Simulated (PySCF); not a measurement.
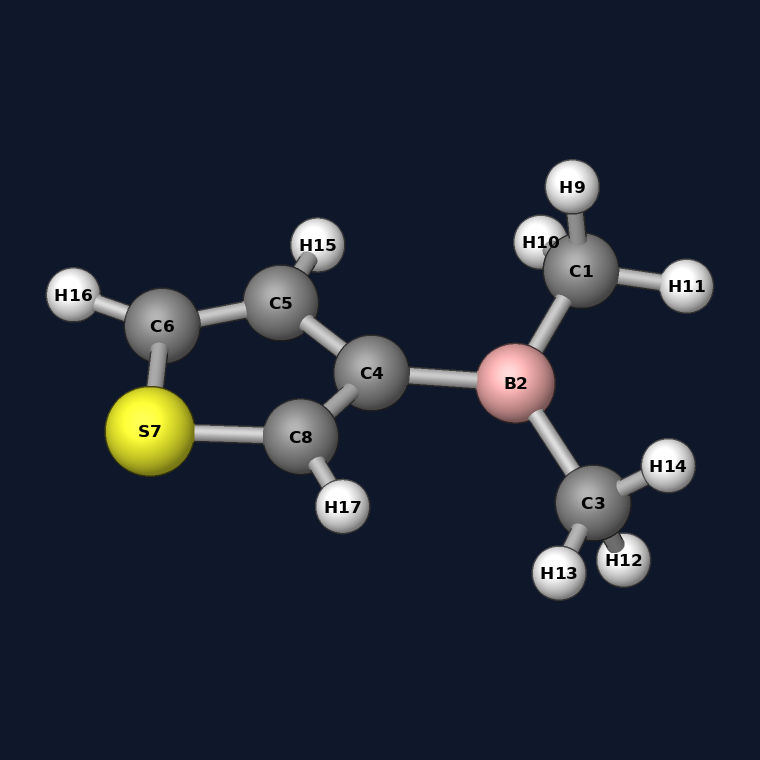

Geometry: a frame of a GFN2-xTB molecular-dynamics simulation, not a minimum. Properties computed with GIAO PBE0/pcSseg-1 NMR shielding, non-relativistic, gas phase (PySCF 2.14.0). Principal shieldings σ11 ≤ σ22 ≤ σ33, span Ω = σ33 − σ11, skew κ = 3(σiso − σ22)/Ω.

Which C atom has the most anisotropic shielding?

C8, with a span of 212 ppm.

Give the shielding tensors of the C atoms.

```tsv
atom	σ11	σ22	σ33	σiso	Ω	κ
C1	150.7	170.7	184.9	168.8	34.3	−0.17
C3	162.7	179.1	190.8	177.5	28.1	−0.17
C4	−51.5	4.1	135.9	29.5	187.4	0.41
C5	−24.4	34.5	152.7	54.3	177.1	0.34
C6	−19.0	50.6	129.3	53.7	148.3	0.06
C8	−57.9	17.2	154.5	38.0	212.4	0.29
```

Shieldings and span in ppm.
